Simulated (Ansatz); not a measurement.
Consider AlFH₄N₂···H (doublet).

Input file:

```
crystal:
  periodic: [false, false, false]
  atoms:
    - { symbol: Al, position_ang: [0.0, 0.0, 0.0] }
    - { symbol: F, position_ang: [0.0, 0.0, 1.94] }
    - { symbol: "N", position_ang: [1.6627, 0.0, -0.96] }
    - { symbol: H, position_ang: [2.1293, -0.9179, -1.2118] }
    - { symbol: H, position_ang: [2.1141, 0.9179, -1.2382] }
    - { symbol: "N", position_ang: [-1.6627, 0.0, -0.96] }
    - { symbol: H, position_ang: [-2.3316, -0.8164, -0.8614] }
    - { symbol: H, position_ang: [-1.9118, 0.8164, -1.5886] }
    - { symbol: H, position_ang: [0.0, 0.0, 3.16] }
magnetization:
  spin_polarized: true
  initial_magnetization: 1
basis:
  gaussian: { orbitals: def2-mTZVP }
hamiltonian:
  xc: pbe0
relax:
  f_tol: 0.15
  max_steps: 25
  restrain:
    - { distance: [1, 8], at: 2.12, k: 30.0 }
    - { distance: [0, 1], at: 1.69, k: 30.0 }
output:
  orbitals: {}
```

Launched as:

```sh
ansatz run input.yaml --threads 4 --pin off --max-ram 5120MiB --backend cpu --events-out ev --progress --plain --runs-dir out
```

The fields are those of the run's last geometry, not of the input's.

Not at a stationary point (largest force 0.7 eV/Å).

The calculation used UKS PBE0/def2-mTZVP (Ansatz 0.2.0).

Predict the electron density, electron localisation function and spin density between the atoms.

F2···H9 (2.13 Å): the density falls to about 0.12 e/Å³ on the way; the ELF dips to about 0.05 between them.
Al–F (1.68 Å): the density is about 0.85 e/Å³ at the midpoint; the ELF peaks at about 0.85 in the valence shell of F, 0.6 Å from its nucleus, and is about 0.40 at the midpoint.
Al–N (1.76 Å): ρ at the midpoint is about 0.86 e/Å³; the ELF peaks at about 0.90 between the atoms; a short, strongly polar bond.
N–H (1.01 Å): the density is about 2.8 e/Å³ at the midpoint; the ELF climbs to about 1 towards the hydrogen, as it does in any bond to H (an ordinary covalent bond to hydrogen).
The unpaired spin (1 electron) lies mostly on H9 (about 0.9), in electrons by Hirshfeld's partition.

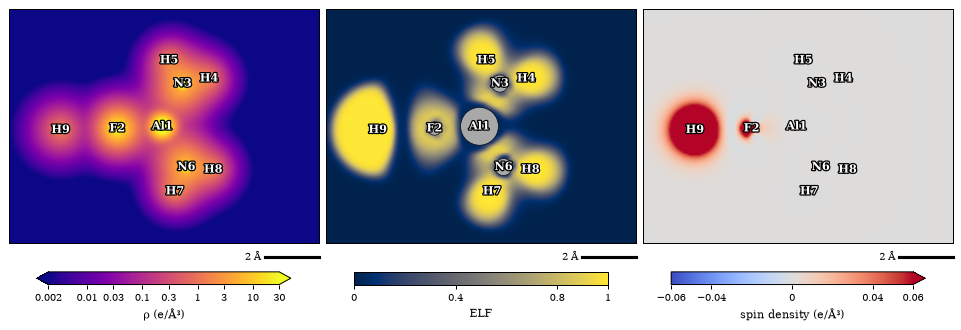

Computed electron density, electron localisation function and spin density on the plane of atoms F2, Al1 and N6, in this order. Grey discs cover the atomic cores in the ELF map. 
